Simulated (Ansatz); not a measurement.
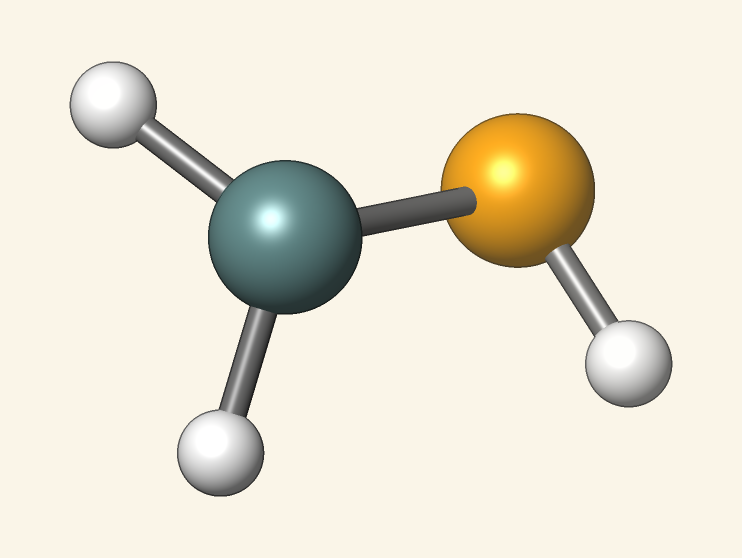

Colours: germanium teal, selenium orange, hydrogen white.

The species is neutral and a spin doublet. The computed structure is the end point of a PBE0-D4/def2-TZVP optimisation.

Give the formula.

GeH3Se, 5 atoms: 1 germanium, 3 hydrogen and 1 selenium.

Give a SMILES string for it.

[GeH2][SeH]

How many bonds of each kind are drawn?

2 Ge–H, 1 Ge–Se, 1 Se–H.

More results for the same structure follow; atom numbers are the same in all pictures, views and colours differ.

## Geometry

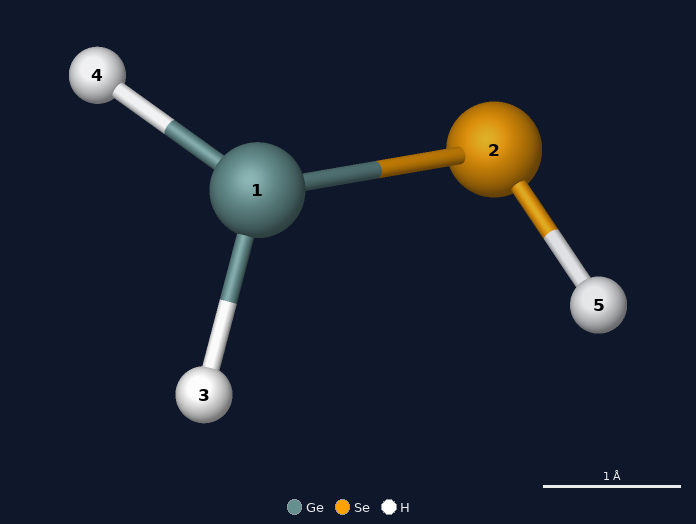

Atoms carry their numbers in the input.

List the bonds and their lengths.

```csv
bond,length (Å)
Ge1–Se2,2.351
Ge1–H3,1.550
Ge1–H4,1.547
Se2–H5,1.469
```

## Thermal motion

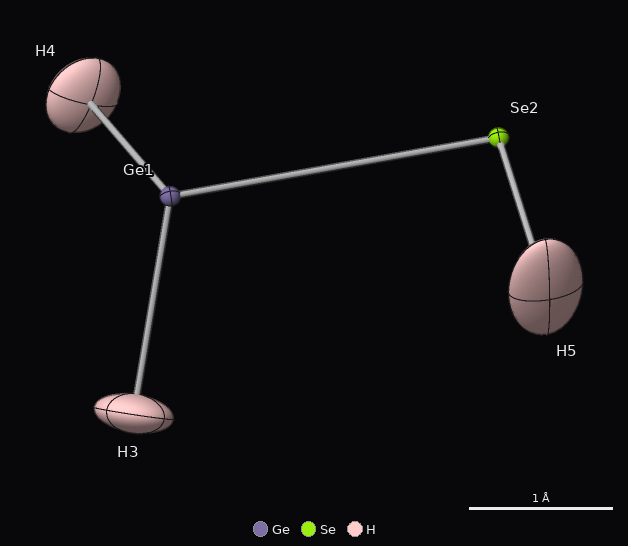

Displacement ellipsoids at the 50 % level, from the internal vibrations of the free molecule (harmonic, no overall translation or rotation; no half-axis is drawn under 0.075 Å). Vibrations computed with UKS PBE0-D4/def2-TZVP (Ansatz 0.2.0). Temperature: 298 K.

List U_eq and the three principal root-mean-square amplitudes for each kind of atom.

```
atom  U_eq (Å²)   rms amplitudes (Å)
 Ge1    0.00024  0.004, 0.005, 0.026
 Se2    0.00020  0.002, 0.004, 0.024
  H3     0.0257  0.090, 0.174, 0.197
  H4     0.0260  0.089, 0.182, 0.193
  H5     0.0447  0.082, 0.173, 0.312
```

## Vibrations

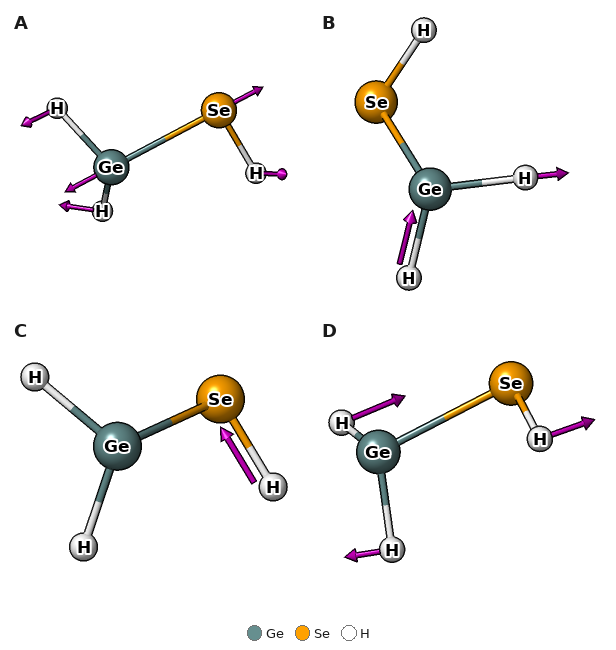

4 normal modes of one molecule or complex, as arrows. Harmonic vibrations computed with UKS PBE0-D4/def2-TZVP (Ansatz 0.2.0) at a stationary point of the same level.

Match the panels to the wavenumbers 292 cm⁻¹, 490 cm⁻¹, 2109 cm⁻¹, 2446 cm⁻¹.

A: 292 cm⁻¹, Ge–Se stretching
B: 2109 cm⁻¹, out-of-phase stretching of 2 Ge–H bonds
C: 2446 cm⁻¹, Se–H stretching
D: 490 cm⁻¹, H–Ge–Se bending

## Electronic properties

Properties computed with UKS SPW92 (LDA)/def2-TZVPP (Ansatz 0.2.0).

What is the ⟨S²⟩ of the determinant?

0.751.

Give the HOMO energy (Kohn–Sham orbital) at this level.

−4.95 eV.
